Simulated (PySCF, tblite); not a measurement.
# C4H9F2Si2 radical: geometry, infrared bands and EPR parameters

What infrared bands and EPR parameters should C4H9F2Si2 radical (`C[SiH2]/C(=[C]\[SiH3])C(F)F`) show?

The runs use tblite 0.8.0 and PySCF 2.14.0, with density-fitted response routines of our own; the level of theory stands in each step. All values are computed, except where a source is named. Atoms count from 0, in the outputs and in this text.

### Step 1. The starting structure

17 atoms, charge 0, multiplicity 2; geometry from: force field or distance geometry start.

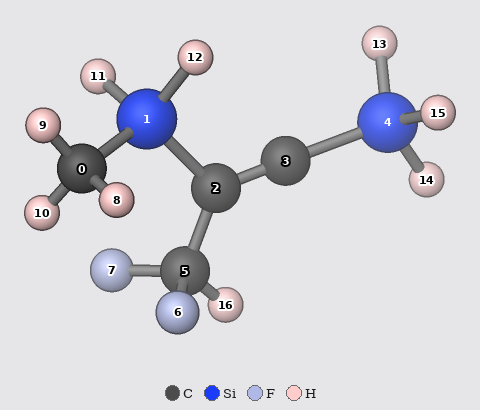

As it starts; carbon dark grey, silicon blue, fluorine light blue, hydrogen pink, atoms numbered; sticks join atoms by distance.

### Step 2. Optimising the geometry with GFN2-xTB

The job: settings as JSON, then the geometry in Å.

```
{"job": {"kind": "relax", "xc": "GFN2-xTB", "basis": "xTB"}, "charge": 0, "multiplicity": 2}
C     -1.669500     2.108800     0.501500
Si    -0.258300     1.368000    -0.415000
C     -0.068900    -0.449800    -0.145100
C      1.129900    -0.937400    -0.149300
Si     2.867700    -1.651100    -0.119300
C     -1.339500    -1.227100     0.043800
F     -1.923200    -0.915500     1.229200
F     -2.246600    -0.951000    -0.915400
H     -1.589300     1.940400     1.581700
H     -1.727500     3.191500     0.342200
H     -2.633500     1.684900     0.169100
H     -0.389400     1.633600    -1.857100
H      0.992400     2.041100     0.040900
H      3.632200    -1.155500    -1.304000
H      2.798600    -3.122100    -0.180600
H      3.568100    -1.244600     1.128600
H     -1.150300    -2.302100     0.038900
```

Started as:

```sh
> OMP_NUM_THREADS=1 python probes_run.py task.json out
```

One launch serves the whole session: the jobs run in the order shown.

Log:

```text
step      E/eV     max force
  0    -706.41156    2.225
  1    -706.53189    0.909
  2    -706.57111    0.422
  3    -706.58647    0.438
  4    -706.59938    0.464
  5    -706.60677    0.249
  6    -706.61248    0.170
  7    -706.61634    0.158
  8    -706.61998    0.141
  9    -706.62249    0.097
 10    -706.62426    0.095
 11    -706.62574    0.117
 12    -706.62705    0.105
 13    -706.62806    0.080
 14    -706.62876    0.069
 15    -706.62929    0.068
 16    -706.62979    0.076
 17    -706.63036    0.066
 18    -706.63108    0.076
 19    -706.63191    0.071
 20    -706.63269    0.075
 21    -706.63328    0.075
 22    -706.63368    0.061
 23    -706.63399    0.046
 24    -706.63428    0.040
 25    -706.63463    0.050
 26    -706.63511    0.061
 27    -706.63570    0.066
 28    -706.63623    0.049
 29    -706.63662    0.044
 30    -706.63694    0.050
 31    -706.63729    0.055
 32    -706.63770    0.059
 33    -706.63815    0.057
 34    -706.63860    0.057
 35    -706.63905    0.060
 36    -706.63947    0.051
 37    -706.63982    0.043
 38    -706.64009    0.032
 39    -706.64035    0.046
 40    -706.64066    0.058
 41    -706.64105    0.055
 42    -706.64148    0.050
 43    -706.64195    0.053
 44    -706.64257    0.070
 45    -706.64342    0.089
 46    -706.64440    0.075
 47    -706.64523    0.075
 48    -706.64591    0.079
 49    -706.64669    0.076
 50    -706.64770    0.106
 51    -706.64891    0.112
 52    -706.65009    0.095
 53    -706.65123    0.075
 54    -706.65242    0.093
 55    -706.65380    0.124
 56    -706.65523    0.095
 57    -706.65647    0.055
 58    -706.65688    0.054
 59    -706.65743    0.056
 60    -706.65811    0.071
 61    -706.65898    0.067
 62    -706.65966    0.049
 63    -706.66009    0.042
 64    -706.66040    0.040
 65    -706.66074    0.042
 66    -706.66116    0.045
 67    -706.66162    0.050
 68    -706.66208    0.058
 69    -706.66257    0.054
 70    -706.66309    0.053
 71    -706.66353    0.044
 72    -706.66381    0.036
 73    -706.66396    0.032
 74    -706.66407    0.023
 75    -706.66419    0.028
 76    -706.66432    0.025
 77    -706.66445    0.024
 78    -706.66456    0.027
 79    -706.66467    0.024
 80    -706.66478    0.027
 81    -706.66488    0.022
 82    -706.66497    0.021
 83    -706.66505    0.019
 84    -706.66515    0.030
 85    -706.66531    0.047
 86    -706.66556    0.057
 87    -706.66587    0.054
 88    -706.66615    0.040
 89    -706.66637    0.042
 90    -706.66660    0.045
 91    -706.66696    0.056
 92    -706.66754    0.062
 93    -706.66824    0.069
 94    -706.66877    0.047
 95    -706.66904    0.036
 96    -706.66917    0.033
 97    -706.66934    0.038
 98    -706.66958    0.038
 99    -706.66993    0.039
100    -706.67009    0.045
101    -706.67026    0.038
102    -706.67034    0.030
103    -706.67057    0.021
104    -706.67065    0.022
105    -706.67076    0.023
106    -706.67086    0.023
107    -706.67107    0.033
108    -706.67142    0.052
109    -706.67198    0.068
110    -706.67265    0.070
111    -706.67320    0.079
112    -706.67307    0.158
113    -706.67425    0.073
114    -706.67471    0.061
115    -706.67583    0.072
116    -706.67683    0.056
117    -706.67696    0.178
118    -706.67917    0.064
119    -706.67985    0.061
120    -706.68029    0.067
121    -706.68076    0.037
122    -706.68100    0.033
123    -706.68147    0.036
124    -706.68167    0.060
125    -706.68195    0.054
126    -706.68245    0.042
127    -706.68275    0.036
128    -706.68300    0.034
129    -706.68321    0.046
130    -706.68341    0.041
131    -706.68358    0.037
132    -706.68372    0.028
133    -706.68384    0.029
134    -706.68397    0.031
135    -706.68416    0.039
136    -706.68442    0.035
137    -706.68466    0.032
138    -706.68482    0.025
139    -706.68492    0.023
140    -706.68503    0.024
141    -706.68517    0.022
142    -706.68533    0.029
143    -706.68548    0.030
144    -706.68558    0.023
145    -706.68566    0.021
146    -706.68573    0.016
147    -706.68583    0.024
148    -706.68597    0.032
149    -706.68611    0.028
150    -706.68622    0.019
151    -706.68627    0.012
152    -706.68629    0.010
153    -706.68630    0.009
```

Wall time 1.3 s (1 thread of Arm Neoverse V1, shared host).

Relaxation path: (not every step is listed)

| step | energy from step 0 (eV) | largest force (eV/Å) |
| --- | --- | --- |
| 0 | 0.0000 | 2.2245 |
| 1 | -0.1203 | 0.9092 |
| 2 | -0.1595 | 0.4224 |
| 3 | -0.1749 | 0.4376 |
| 4 | -0.1878 | 0.4639 |
| 5 | -0.1952 | 0.2488 |
| 6 | -0.2009 | 0.1700 |
| 7 | -0.2048 | 0.1581 |
| 8 | -0.2084 | 0.1405 |
| 22 | -0.2221 | 0.0610 |
| 36 | -0.2279 | 0.0509 |
| 50 | -0.2361 | 0.1064 |
| 64 | -0.2488 | 0.0402 |
| 78 | -0.2530 | 0.0274 |
| 92 | -0.2560 | 0.0618 |
| 106 | -0.2593 | 0.0226 |
| 120 | -0.2687 | 0.0668 |
| 134 | -0.2724 | 0.0312 |
| 148 | -0.2744 | 0.0323 |
| 149 | -0.2745 | 0.0278 |
| 150 | -0.2747 | 0.0188 |
| 151 | -0.2747 | 0.0124 |
| 152 | -0.2747 | 0.0097 |
| 153 | -0.2747 | 0.0087 |

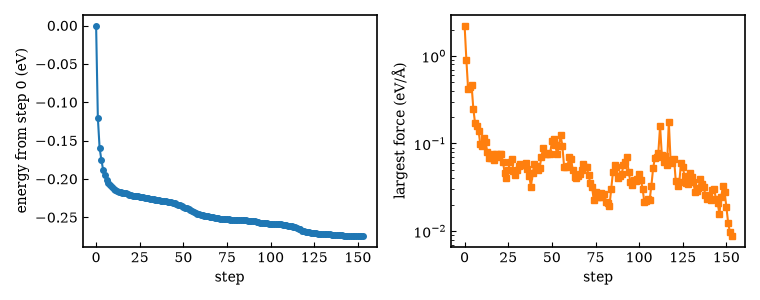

Energy and largest force along the relaxation.

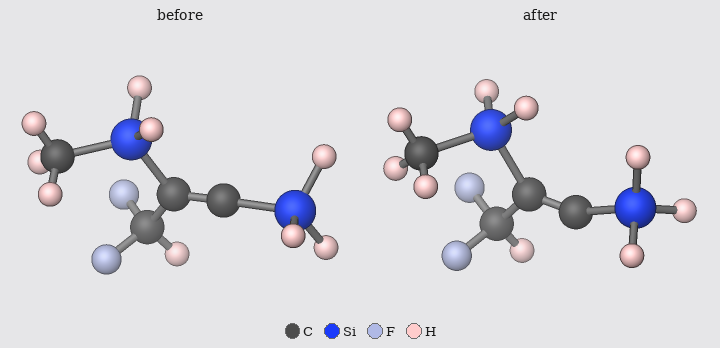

The geometry before (left) and after (right).

Close pairs (by a distance rule), those that changed most:

| bond | before (Å) | after (Å) | change (Å) |
| --- | --- | --- | --- |
| Si1–C2 | 1.847 | 1.940 | +0.092 |
| C0–Si1 | 1.839 | 1.895 | +0.057 |
| C3–Si4 | 1.879 | 1.834 | -0.045 |
| Si1–H12 | 1.492 | 1.464 | -0.028 |
| Si4–H15 | 1.488 | 1.464 | -0.023 |
| Si4–H13 | 1.495 | 1.472 | -0.023 |
| C0–H10 | 1.104 | 1.087 | -0.018 |
| C5–F7 | 1.349 | 1.360 | +0.011 |

The final coordinates are the input of the step that follows.

### Step 3. Harmonic vibrations with GFN2-xTB

The job: settings as JSON, then the geometry in Å.

```
{"job": {"kind": "ir", "xc": "GFN2-xTB", "basis": "xTB"}, "charge": 0, "multiplicity": 2}
C     -1.295972     2.099548     0.573800
Si    -0.276987     1.199898    -0.746627
C     -0.153311    -0.661719    -0.216480
C      0.946961    -1.294717     0.008669
Si     2.776261    -1.365317     0.120237
C     -1.505656    -1.290848    -0.031908
F     -2.036072    -0.952173     1.175475
F     -2.397741    -0.839085    -0.953227
H     -0.882921     1.940651     1.567099
H     -1.314272     3.169647     0.387348
H     -2.324270     1.748099     0.587500
H     -0.917755     1.214523    -2.063835
H      1.105528     1.677383    -0.812252
H      3.471702    -0.167423    -0.376560
H      3.191712    -2.522630    -0.676755
H      3.095668    -1.554318     1.536829
H     -1.489872    -2.389488    -0.089224
```

Log:

```text
mode    cm-1     km/mol
  1      25.5      1.30
  2      38.8      1.61
  3      65.1      0.17
  4      78.0      0.16
  5     103.7      0.53
  6     129.5      0.82
  7     139.2      2.20
  8     180.2      7.32
  9     233.3      1.72
 10     295.7      7.35
 11     380.9     24.83
 12     442.9     18.73
 13     487.3     12.53
 14     504.1     10.43
 15     518.7    130.51
 16     563.5     85.46
 17     567.5      4.58
 18     585.4     27.83
 19     671.4    173.16
 20     753.4    120.02
 21     760.9    114.17
 22     772.6    185.73
 23     788.6    208.63
 24     807.5    133.52
 25     817.7    347.53
 26     827.3     86.61
 27     843.2    196.07
 28     984.7    177.28
 29     994.6     93.45
 30    1080.7    147.42
 31    1251.9     20.68
 32    1261.7     54.30
 33    1364.8     13.00
 34    1466.4      1.56
 35    1471.5      0.57
 36    1797.1      3.58
 37    2170.5    275.45
 38    2241.9    317.85
 39    2252.4    232.81
 40    2254.5    387.35
 41    2264.1    207.60
 42    2892.5     36.50
 43    3028.9     16.75
 44    3037.0     21.81
 45    3037.4      6.97
```

Wall time 0.73 s (1 thread of Arm Neoverse V1, shared host).

The strongest bands and the atoms that carry them (share of the mass-weighted mode):

| cm⁻¹ | km/mol | atoms |
| --- | --- | --- |
| 789 | 208.6 | H15 32 %, H13 25 %, H14 17 % |
| 818 | 347.5 | C2 23 %, Si4 22 %, C3 20 % |
| 843 | 196.1 | H9 32 %, H10 14 %, C0 12 % |
| 2170 | 275.4 | H13 93 % |
| 2242 | 317.9 | H14 83 %, H15 11 % |
| 2252 | 232.8 | H15 85 %, H14 11 % |
| 2254 | 387.4 | H11 86 % |
| 2264 | 207.6 | H12 88 % |

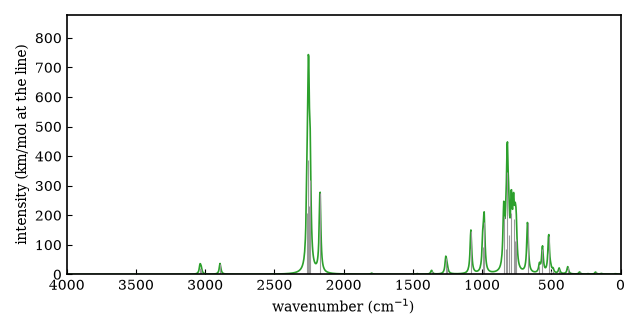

The infrared spectrum from these modes, unscaled. Lines are broadened to a width of 14 cm⁻¹ (Lorentzian).

### Step 4. g tensor and hyperfine couplings: B3LYP/pcH-1

Settings changed since step 3:

```diff
@@ -1,2 +1,2 @@
-{"job": {"kind": "ir", "xc": "GFN2-xTB", "basis": "xTB"}, "charge": 0, "multiplicity": 2}
+{"job": {"kind": "epr", "basis": "pcH-1"}, "charge": 0, "multiplicity": 2}
 C     -1.295972     2.099548     0.573800
```

With the program's defaults for keys left out, this is: UKS B3LYP, pcH-1 on C F H Si, non-relativistic, mean-field spin-orbit, GIAO.

Log:

```text
UKS, coarse grid
  cycle   1  E = -936.36078962  |g| = 5.84e-01
  cycle   2  E = -936.24912909  |g| = 8.42e-01
  cycle   3  E = -936.47855377  |g| = 8.17e-02
  cycle   4  E = -936.48003807  |g| = 5.29e-02
  cycle   5  E = -936.48133013  |g| = 1.62e-02
  cycle   6  E = -936.48145982  |g| = 6.33e-03
  cycle   7  E = -936.48149159  |g| = 1.81e-03
  cycle   8  E = -936.48149991  |g| = 8.86e-04
UKS, final grid
  cycle   1  E = -936.48144723  |g| = 7.32e-04
  cycle   2  E = -936.48144774  |g| = 7.67e-04
  cycle   3  E = -936.48144809  |g| = 2.40e-04
  cycle   4  E = -936.48144825  |g| = 1.89e-04
  cycle   5  E = -936.48144833  |g| = 5.29e-05
  cycle   6  E = -936.48144833  |g| = 8.50e-06
E = -936.48144833 Eh   <S^2> = 0.7572 (exact 0.7500)
g shifts (ppm)      1          2          3
  rmc          -150       -150       -150
  gc             25          7         -5
  oz_so        -521       -103        483
  total        -646       -246        328
hyperfine (MHz)  atom isotope    a_iso     a_fc   dipolar eigenvalues
    0   13C       3.84       3.84     -1.05     -0.95      2.00
    1  29Si    -101.64    -101.79    -27.63     13.45     14.18
    2   13C     -44.33     -44.32    -15.86      1.59     14.28
    3   13C     133.66     133.81    -73.11    -58.02    131.13
    4  29Si      -8.27      -8.25     -7.34      0.97      6.36
    5   13C     115.87     115.87     -7.06     -6.09     13.15
    6   19F      -8.84      -8.86     -7.77     -3.22     10.99
    7   19F      -3.34      -3.39     -7.15     -4.37     11.52
    8    1H       0.36       0.36     -1.44     -0.60      2.04
    9    1H       8.51       8.51     -1.08     -0.34      1.42
   10    1H      -0.48      -0.48     -1.23     -0.65      1.88
   11    1H      12.31      12.31     -2.13     -0.85      2.98
   12    1H      -3.93      -3.93     -3.23     -1.24      4.46
   13    1H     100.28     100.28     -3.39     -1.06      4.45
   14    1H      13.53      13.53     -3.88     -2.42      6.29
   15    1H       3.76       3.76     -3.83     -2.48      6.30
   16    1H      -2.01      -2.01     -5.80     -1.55      7.35
```

Run time: 2.5 min. Hardware: 1 thread of Arm Neoverse V1, shared host; peak memory 1.1 GiB.

Principal g values 2.00167, 2.00207, 2.00265; g(iso) = 2.00213, against 2.00232 for a free electron.

Mean a(iso) over the nuclei that a row names, and the largest dipolar term of the row (other rows stand at the frozen geometry):

| nuclei | isotope | a(iso) (MHz) | a(iso) (G, at g = 2.0023) | largest dipolar term (MHz) |
| --- | --- | --- | --- | --- |
| C3 | 13C | 133.7 | 47.7 | 131.1 |
| C5 | 13C | 115.9 | 41.3 | 13.2 |
| Si1 | 29Si | -101.6 | -36.3 | -27.6 |
| C2 | 13C | -44.3 | -15.8 | -15.9 |
| H13, H14, H15 | 1H | 39.2 | 14.0 | 6.3 |
| Si4 | 29Si | -8.3 | -2.9 | -7.3 |
| F6, F7 | 19F | -6.1 | -2.2 | 11.5 |
| H11, H12 | 1H | 4.2 | 1.5 | 4.5 |
| C0 | 13C | 3.8 | 1.4 | 2.0 |
| H8, H9, H10 | 1H | 2.8 | 1.0 | 2.0 |
| H16 | 1H | -2.0 | -0.7 | 7.4 |

Mulliken spin populations:

C0 0.01; Si1 0.10; C2 -0.14; C3 0.92; Si4 -0.01; C5 0.05; F6 0.00; F7 0.00; H8 0.00; H9 0.00; H10 0.00; H11 0.01; H12 0.00; H13 0.06; H14 0.01; H15 0.00; H16 0.01

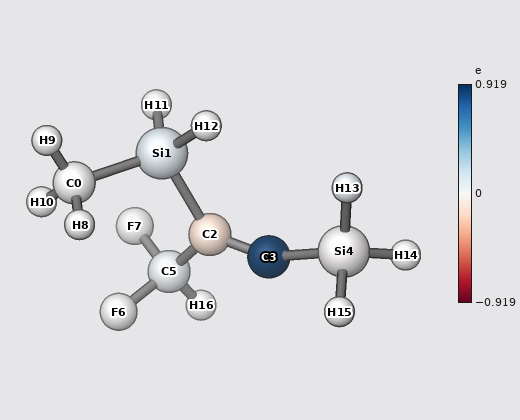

Mulliken spin populations, as colours on the atoms.

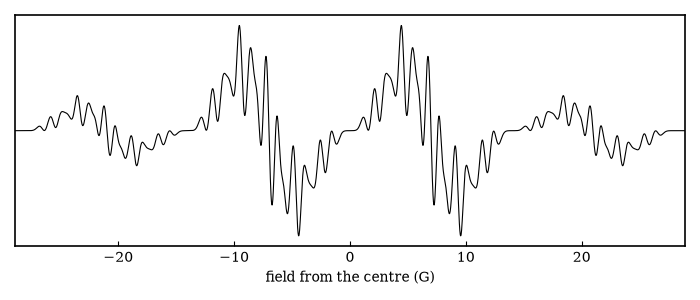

First-order isotropic spectrum (first derivative, main isotopes with spin only, couplings over 0.8 MHz, Gaussian width 0.3 G; couplings of the frozen geometry, rotation of groups not averaged beyond the rows shown).

Orbitals, density, ELF and potential are computed afterwards from the orbital file.

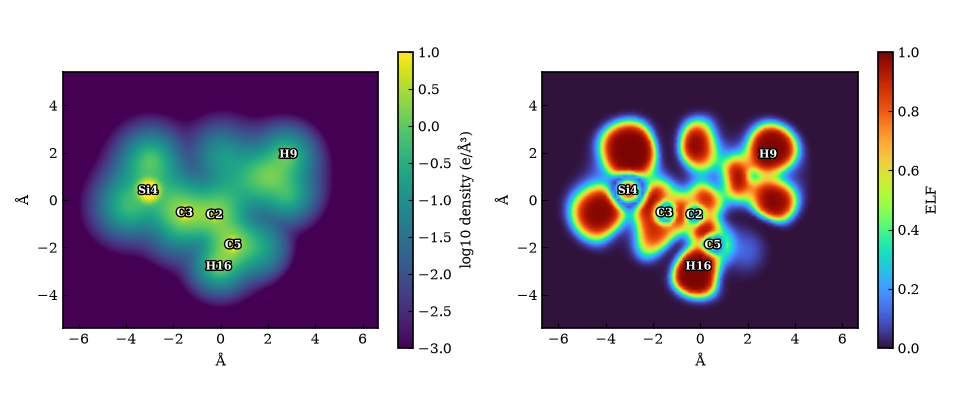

Density (left) and ELF (right) in a plane through or near 6 of the atoms.

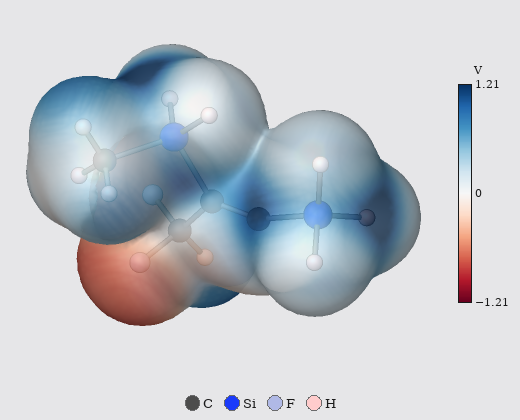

The potential that a unit positive charge feels on the 0.002 e/bohr³ surface, from -0.77 V near F6 to 1.21 V near H13.

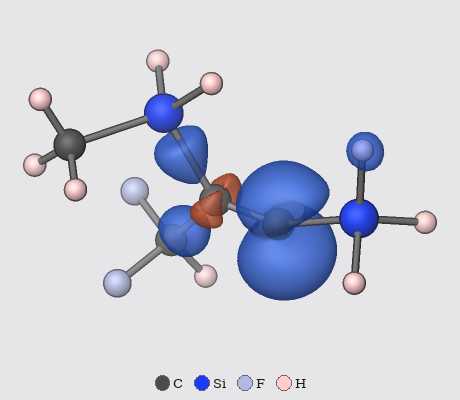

Spin density at ±0.04 e/Å³ (alpha excess blue, beta excess red).

### Step 5. Summary of results

```
                                 quantity                  value
strongest single infrared mode (GFN2-xTB)  2254 cm⁻¹, 387 km/mol
             zero-point energy (GFN2-xTB)          67.5 kcal/mol
                           g(iso) (B3LYP)                2.00213
                                     ⟨S²⟩     0.757 (exact 0.75)
       largest a(iso) (averaged by class)   13C on C3, 133.7 MHz
    surface potential, least and greatest     -0.77 V and 1.21 V
```

In words: Relaxing lowered the energy by 0.275 eV in 153 steps; the close pair that moved most is Si1–C2, from 1.847 to 1.940 Å. All 45 modes are real, so the xTB geometry is a minimum. GFN2-xTB is a fitted tight-binding method: band positions and strengths are rough. Its intensities can rank the bands wrongly. C3 carries the largest spin population, 0.92 e. The isotropic g lies 0.2 ppt below the free-electron value.
